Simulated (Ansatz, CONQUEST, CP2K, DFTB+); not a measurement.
## Amorphous carbon (123 atoms) in other programs, against a plane-wave reference

Wanted: errors and costs of other methods on amorphous carbon (123 atoms). A plane-wave run serves as the reference.

Calculated with Ansatz 0.2.0; Kohn-Sham DFT, PBE, PAW, plane waves.

### Step 1. The starting structure

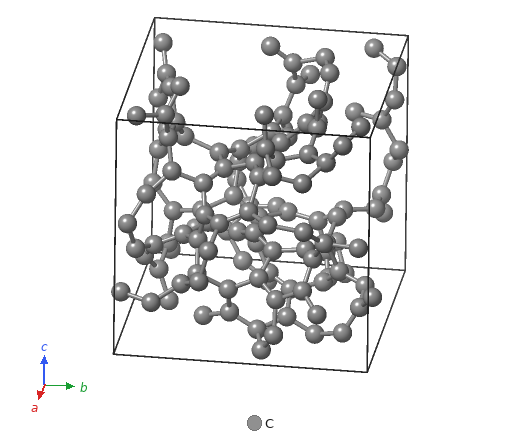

The starting structure, seen slightly off an axis (carbon grey). Some periodic images of atoms are drawn too.

The cell holds 123 atoms: 123 C. Cell: a = 11.085 Å, b = 11.085 Å, c = 11.085 Å, α = 90.0°, β = 90.0°, γ = 90.0°. 123 atoms (123 C) placed at random at 1.8 g/cm³, melted at 6000 K for 10 ps at fixed volume with the LCBOP (Los and Fasolino, Phys. Rev. B 68, 024107 (2003)). Quenched from 5000 K to 300 K at 500 K/ps and fixed volume, held 5 ps, then minimised at fixed cell. Then every atom was moved at random, 0.05 Å r.m.s. a Cartesian component.

### Step 2. Plane-wave reference

The PAW files are the set soft_2.

input.yaml reads:

```yaml
crystal:
  lattice:
    - [11.0851, 0.0, 0.0]
    - [0.0, 11.0851, 0.0]
    - [0.0, 0.0, 11.0851]
  atoms:
    - { symbol: C, position: [0.55002, 0.05158, 0.22971] }
    - { symbol: C, position: [0.65986, 0.63115, 0.06072] }
    - { symbol: C, position: [0.30363, 0.36381, 0.40071] }
    - { symbol: C, position: [0.20854, 0.06433, 0.9886] }
    [... 113 atom lines left out ...]
    - { symbol: C, position: [0.98266, 0.79663, 0.22268] }
    - { symbol: C, position: [0.39571, 0.58818, 0.70908] }
    - { symbol: C, position: [0.80065, 0.01925, 0.47156] }
    - { symbol: C, position: [0.09739, 0.91437, 0.67765] }
    - { symbol: C, position: [0.25646, 0.69112, 0.2992] }
    - { symbol: C, position: [0.86217, 0.61661, 0.22038] }
kpoints:
  mp_grid: { grid: [1, 1, 1] }
hamiltonian:
  xc: pbe
scf:
  occupations: { method: fermi_dirac, width: 0.05 }
output:
  forces: true
  eigenvalues: true
  populations: true
  stress: true
```

The run is started by

```bash
ansatz run input.yaml --threads 4 --pin off --max-ram 8192MiB --backend cpu --events-out ev --progress --plain --runs-dir out
```

Numbers of over 12 decimals in the logs are rounded to 6 here.

What it wrote:

```text
[...]
Pseudopotentials: kind: paw
Pseudopotential: C, paw, valence charge 4, recommended cutoff 420 eV (normal), C.paw.azcp
[... 5 lines on functional and potentials left out ...]
Crystal: 123 atoms, lattice volume = 1362.131 Å³
Basis set: ecut = 420 eV, 26745 PW (Γ), exchange–correlation on 150×150×150 points (8 copies of the dense FFT grid, shifted against one another)
Bands: 369, of which v1, the nominal top of the filled ones, is band 246 counted from 1 (245 counted from 0)
Symmetry: 1 space group operations
Space group: P1 (ITA 1), of the structure as read, at distance tolerance 1.1e-4 Å
k-points: 1
[... 3 lines on functional and potentials left out ...]
Initial density: superposition of atomic densities (neutral atoms: chi_scale 0, normalization atom), corrected by the library's trained network
Initial wavefunctions: pseudopotential atomic-orbital guess
[...]
SCF iter   1: F=—  HF=-30735.554147 eV  |F-HF|=—  |Δ(HF+E_count)|=         —  Δρ=1.34e-2  dr2=4.76e0  ethr=1.77e-3  ⟨swp⟩=5.0  Hψ=1481  notcnv=0  defer=94
preconditioner: auto → LDOS  [metal: Δε(μ)=0.069 eV  Ē_g=13.384 eV  σ=0.050 eV  W_gap=0.33  n_scr=256 (ndim 8)  ℏωp=22.3 eV  f_vac=0.162  D(μ)=22.72/eV (n_scr^D=122)  β→1.0]
[...]
SCF iter  11: F=—  HF=-30735.009760 eV  |F-HF|=—  |Δ(HF+E_count)|=   7.49e-8  Δρ=3.61e-6  dr2=2.67e-7  ethr=2.65e-10  ⟨swp⟩=2.0  Hψ=461  notcnv=0  defer=96
SCF iter  12: F=-30735.009760 eV  HF=-30735.009760 eV  |F-HF|=2.31e-8  |Δ(HF+E_count)|=   1.04e-8  Δρ=1.24e-6  dr2=3.29e-8  ethr=2.03e-11  ⟨swp⟩=21.0  Hψ=2357  notcnv=0
SCF 1 converged in 12 iterations: F = -30735.009760 eV  dr2 = 3.29e-8
[...]
SCF converged after 12 iterations
Free energy (F): -30735.009760 eV
Harris-Foulkes:  -30735.009760 eV  (|F-HF|=2.31e-8)
Internal energy: -30734.788777 eV  (E = F + TS)
E sigma→0 (E₀):  -30734.899268 eV
Entropy (-TS):   -0.220983 eV (-1.797 meV/atom)
Fermi energy:    4.436841 eV
--- Per-component energies (eV) ---
[...]
Σ components = -30735.009760   (vs F -30735.009760, Δ=0.00e0)
--- Forces (eV/Å), atoms counted from 1 ---
  atom   1  C      0.23720618    -2.78578906    -2.69871782
  atom   2  C     -1.23344941    -3.25506001    -0.28271015
  atom   3  C     -1.30657898    -1.16772687    -0.87529607
  atom   4  C     -0.49409579    -2.60455279    -1.50256704
[...]
atom 123  C      1.33884967    -0.01066700    -3.23121251
  max |Σ_I F_I| component: 5.20e-5 eV/Å
--- Stress (GPa, compression-positive) ---
      -10.889902      -1.664013      -0.815967
       -1.664013     -10.065323      -1.290588
       -0.815967      -1.290588      -9.082939
  P = ⅓ Tr σ = -10.0127 GPa (-100.127 kbar)
--- Band table (eV) ---
  k-point 0: bands = ["-14.6491", "-14.3038", "-14.0932", "-14.0393", [... 353 levels ...], "12.7601", "12.8014", "12.8268", "12.8990", "12.9543", "12.9806", "13.0622", "13.0902", "13.1212", "13.1745", "13.2010", "13.2582"]
--- Löwdin populations: 123 sites ---
  site symbol       q [e]
     0      C      3.9664
     1      C      3.9615
     2      C      3.9496
[...]
122      C      3.9597
  spilling = 0.009496 (of n_electrons = 492.000000)
```

It took 13 s on 4 threads of Intel Xeon 6975P-C (Granite Rapids), shared host; peak memory 1.7 GiB; 44 s of CPU time.

Reading the cycles: dr2 is the Hartree energy of the density residual (eV), the measure of convergence; HF is the Harris–Foulkes estimate of the energy, which meets the free energy F at convergence.

The run gave:

```
free energy                             : -30735.0098 eV
free energy per atom                    : -249.8781 eV/atom
SCF cycles                              : 12
pressure                                : -10.01 GPa
r.m.s. force component                  : 2.713 eV/Å
longest force                           : 10.65 eV/Å
Fermi energy                            : 4.437 eV
levels partly filled by over 2 per cent : 6
spilling of the projection              : 0.009496
```

Neighbours are counted within 1.85 Å (C-C).

Length of the force by element and coordination:

```csv
element,coordination,atoms,mean length of the force (eV/Å),spread,least,most
C,all,123,4.12,2.26,0.371,10.7
C,2,11,4.33,3.22,0.670,10.3
C,3,112,4.10,2.14,0.371,10.7
```

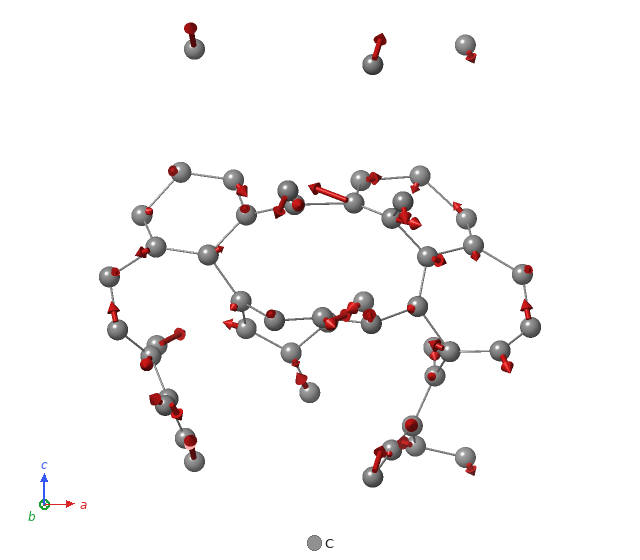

Forces as arrows; the longest in the cell is 10.7 eV/Å. Drawn is a slice 4 Å thick, seen along the normal of the ac plane. Bonds to atoms that aren't drawn are left out.

The mean of these charges, 0.038 e, is only the charge that the projection spills.

Löwdin charges by element and coordination (they lack the spilled electrons, 0.038 e an atom on average):

```csv
element,coordination,atoms,mean charge (e),spread,least,most
C,all,123,0.038,0.0236,-0.0637,0.106
C,2,11,0.0204,0.0333,-0.0637,0.0565
C,3,112,0.0397,0.0216,-0.0223,0.106
```

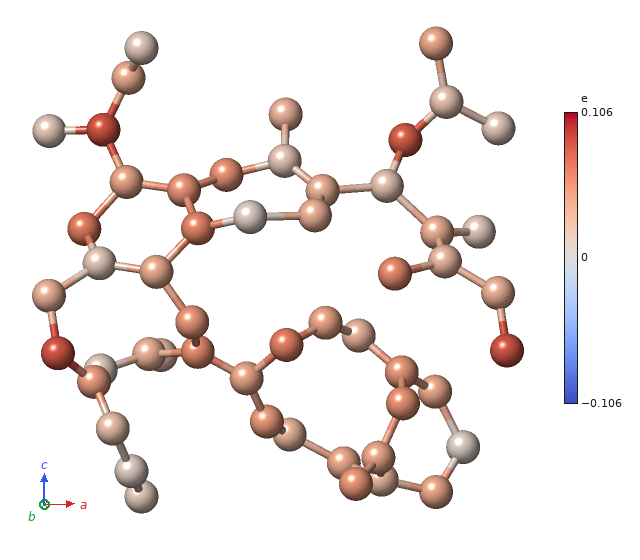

Atoms coloured by Löwdin charge. Drawn is a slice 4 Å thick, seen along the normal of the ac plane.

The levels nearest the highest filled one (over half full), pooled over k-points and spins:

```csv
level less the highest filled one (eV),occupation
-0.325,2.00
-0.239,1.99
-0.197,1.98
-0.104,1.90
-0.0767,1.83
0,1.40
0.0692,0.734
0.185,0.108
0.233,0.043
0.290,0.014
0.397,0.002
0.448,0.001
```

### Step 3. The other programs

The programs:
- CONQUEST 1.3: pseudo-atomic orbitals (double zeta with polarisation, or contracted to multi-site or on-site support functions) with norm-conserving potentials on an integration grid.
- CP2K 2026.2: Gaussian basis with GTH pseudopotentials and a plane-wave density; labels give functional, basis (MOLOPT sets; SR short-range, UZH the newer set with its own potentials), grid cutoff/relative cutoff and solver (OT: orbital transformation; TRS4, TC2, SIGN: linear-scaling purification with its sparsity filter), or its built-in tight binding.
- DFTB+ 25.1: tight binding, with Slater–Koster sets (DFTB) or xTB through its tblite library.

All use the same cell and atoms; the electronic-structure runs use the same k-mesh, and an electronic temperature of 580 K (0.05 eV) where levels are smeared.

Differences are against the plane-wave reference, forces as r.m.s. over components; share is that over the reference's r.m.s. force, slope the least-squares factor from reference forces to these. Total energies of different programs have different zeros and aren't compared.

```csv
run,"Δ force, r.m.s. (meV/Å)",share (%),slope,Δ pressure (GPa),cores,CPU time,memory (GiB)
reference,-,-,-,-,4,44 s,1.7
"CONQUEST PBE, grid 40 Ha (coarse)",308,11.3,1.083,3.83,2,6.8 min,3.4
"CONQUEST PBE, grid 80 Ha",308,11.4,1.083,3.83,4,11 min,8.8
"CP2K PBE, DZVP-UZH, 450/50 Ry, diagonalisation",65.1,2.40,1.020,0.96,4,7.7 min,3.3
"CP2K PBE, SZV-MOLOPT-SR, 450/50 Ry, diagonalisation (coarse)",873,32.2,1.307,5.87,2,3.9 min,2.2
DFTB+ DFTB 3ob-3-1,627,23.1,1.173,4.92,1,1.3 s,0.11
DFTB+ DFTB mio-1-1,908,33.5,1.284,-0.434,1,1.2 s,0.11
DFTB+ IPEA1-xTB,740,27.3,1.233,-18.2,1,20 s,1
```

Rows marked coarse were listed beforehand as settings not expected to be converged; some can still land near the reference.

CPU time is summed over cores on a shared host, where runs went side by side, so it is rough. Symmetry, cutoffs, thresholds, outputs and thread counts weren't matched or tuned between programs; memory under MPI is the largest rank's times the ranks.

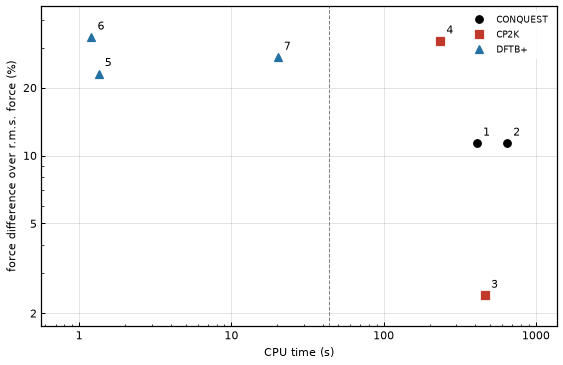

Force difference against CPU time; the dashed line marks the reference's time. Points: 1 CONQUEST PBE, grid 40 Ha; 2 CONQUEST PBE, grid 80 Ha; 3 CP2K PBE, DZVP-UZH, 450/50 Ry, diagonalisation; 4 CP2K PBE, SZV-MOLOPT-SR, 450/50 Ry, diagonalisation; 5 DFTB+ DFTB 3ob-3-1; 6 DFTB+ DFTB mio-1-1; 7 DFTB+ IPEA1-xTB.

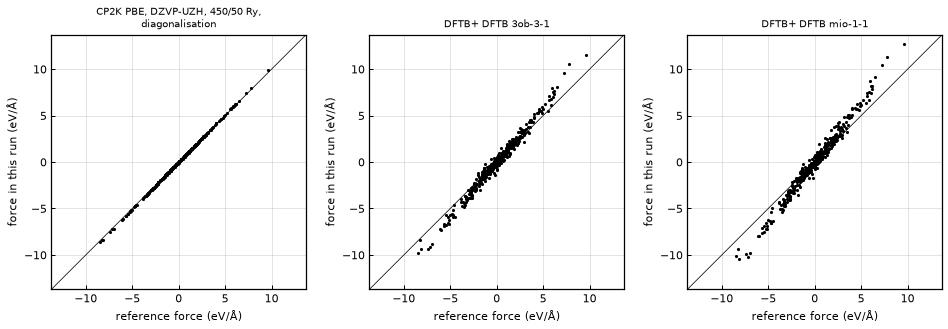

Force components against those of the reference; the line marks equality.

Within one program, basis, potentials and functional, energies share a zero. Each run against its twin at the usual cutoff or grid and solver:

```csv
run,twin,Δ energy (meV/atom),"Δ force, r.m.s. (meV/Å)",CPU time over the twin's
"CONQUEST PBE, grid 40 Ha",grid 80 Ha,-1.64,26.0,0.63 (this twin ran on 4 cores)
```

### Step 4. Summary of results

| Property | Result |
| --- | --- |
| reference r.m.s. force component | 2.71 eV/Å |
| nearest in forces | CP2K PBE, DZVP-UZH, 450/50 Ry, diagonalisation, 2.4 % |
| farthest in forces | DFTB+ DFTB mio-1-1, 33 % |
| cheapest electronic-structure run beside the reference | DFTB+ DFTB mio-1-1, 1.2 s of CPU time |

**Reading.** The PBE runs in local orbitals, coarse settings apart, differ by 2.4 % (CP2K PBE, DZVP-UZH, 450/50 Ry, diagonalisation) to 11 % (CONQUEST PBE, grid 80 Ha); basis, grid and potentials can all enter. Tight binding differs by 23 % (DFTB+ DFTB 3ob-3-1) to 33 % (DFTB+ DFTB mio-1-1); it is another model, with fitted parameters of its own, and the xTB methods hold dispersion. IPEA1-xTB was fitted to ionisation energies and electron affinities, not to forces or charges. Runs with settings chosen to be coarse differ by 11 % (CONQUEST PBE, grid 40 Ha) to 32 % (CP2K PBE, SZV-MOLOPT-SR, 450/50 Ry, diagonalisation), their programs' other errors included. Of the electronic-structure runs that take under half the reference's CPU time, DFTB+ DFTB 3ob-3-1 comes nearest, at 23 % in 1.3 s against 44 s; its pressure misses by +4.9 GPa. CP2K PBE, SZV-MOLOPT-SR, 450/50 Ry, diagonalisation stiffens the forces by a factor of 1.31 while following their directions (correlation 0.997); the slopes of the 2 CP2K runs lie between 1.02 and 1.31. In pressure, CP2K PBE, SZV-MOLOPT-SR, 450/50 Ry, diagonalisation misses by +5.9 GPa, at the same functional. In the reference: counting bands leaves a spacing of only 0.069 eV (at Γ alone), which the smearing bridges: 6 levels are partly filled by over 2 %, so a gap, if any, is small at this level. In the reference: Löwdin charges run from -0.06 to +0.11 e, about a mean that is the spilled charge alone. Periodic xTB results under one method name differ between programs and library versions (DFTB+ here holds tblite 0.3). Forces of 2.7 eV/Å r.m.s. are well above thermal ones: they come largely from the bond lengths of the classical model and from the random displacements, and they dominate the comparison. The quench rate of 500 K/ps is many orders above laboratory rates, so the cell is likely richer in defects and strain than a real sample. The network of bonds at the start is that of the classical potential that made the cell, and needn't be the one that DFT or experiment would give. The reference's pressure of -10 GPa belongs to a cell and atoms that aren't relaxed at this level. The electronic-structure runs sample only Γ, in a cell whose shortest periodic width is 11 Å, which is coarse for a cell with partly filled levels.

[Also dropped from logs without a mark: logging warnings of Python, and SIESTA's first energy breakdown and zero terms.]

[Logs are printed without paths, hosts, clocks, repeated set-up lines and the standing remarks that a program may print on its own settings, such as how far it seeks lower states.]

[Hosts, paths, dates, database ids (printed as entryN), source tags and the programs' standing remarks are cut or masked in the printed files.]
